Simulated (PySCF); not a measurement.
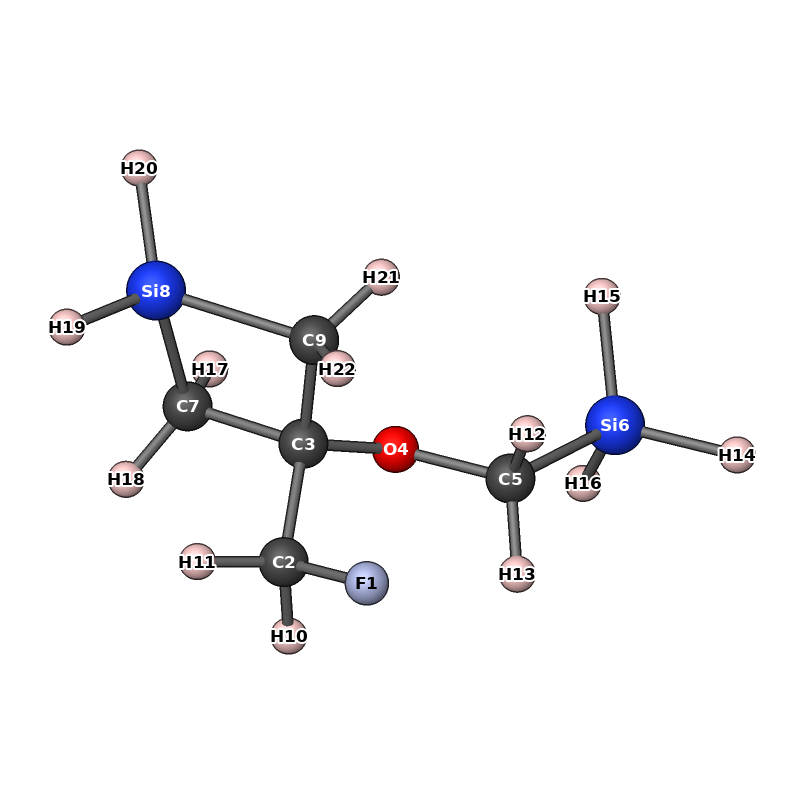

The questions are on Hirshfeld charges. The computed structure is the end point of a GFN2-xTB optimisation. No frequency run is at hand to confirm it as a minimum. Level of theory: PBE0/pcSseg-1, gas phase (PySCF 2.14.0).

Q: Which atom carries the highest charge (most positive or least negative)?

A: Si8 (0.35 e).

Q: And the lowest?

A: C9 (−0.18 e).

List the Hirshfeld charges.

| atom | value (e) |
| --- | --- |
| F1 | −0.11 |
| C2 | 0.02 |
| C3 | 0.08 |
| O4 | −0.13 |
| C5 | −0.09 |
| Si6 | 0.31 |
| C7 | −0.17 |
| Si8 | 0.35 |
| C9 | −0.18 |
| H10 | 0.05 |
| H11 | 0.05 |
| H12 | 0.03 |
| H13 | 0.03 |
| H14 | −0.08 |
| H15 | −0.08 |
| H16 | −0.07 |
| H17 | 0.04 |
| H18 | 0.04 |
| H19 | −0.08 |
| H20 | −0.07 |
| H21 | 0.04 |
| H22 | 0.03 |

The geometry is semi-empirical. Around Si such bond lengths and angles can be off by a tenth of an ångström or more and by several degrees, and values that hang on the shape move with them.
